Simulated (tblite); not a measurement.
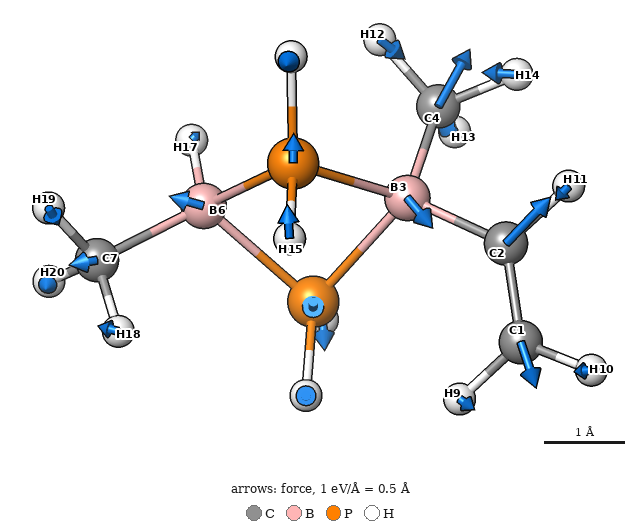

Starting geometry of C4H14B2P2 with the computed forces as blue arrows. The picture is a ball-and-stick view, seen at a tilt.

These are results of tblite, GFN2-xTB geometry optimisation, gas phase, not measurements. 

> Is this structure relaxed? If not, where do the atoms go?

It isn't relaxed: the largest force vector, on a C atom, is 1.81 eV/Å. The final displacements have little in common with the starting forces (cosine between the two patterns 0.27). The atom that moves furthest after the best rigid fit is an H atom (0.78 Å). Largest moves by element: H 0.78 Å, P 0.29 Å, C 0.29 Å, B 0.18 Å. Some distances before and after: B–P 1.907 → 1.991 Å, B–P 1.887 → 1.970 Å, B–C 1.569 → 1.625 Å, B–C 1.557 → 1.586 Å. Bond angles that change, for instance: H–P–H 117.3° → 96.4°, H–P–H 113.3° → 96.6°, B–P–H 113.3° → 122.0°. Groups turn about B–C by about 35°, B–C by about 30°. The energy falls by 24.1 kcal/mol in 168 geometry steps. The run took 1.2 s on 1 thread of Arm Neoverse V2 (shared host).
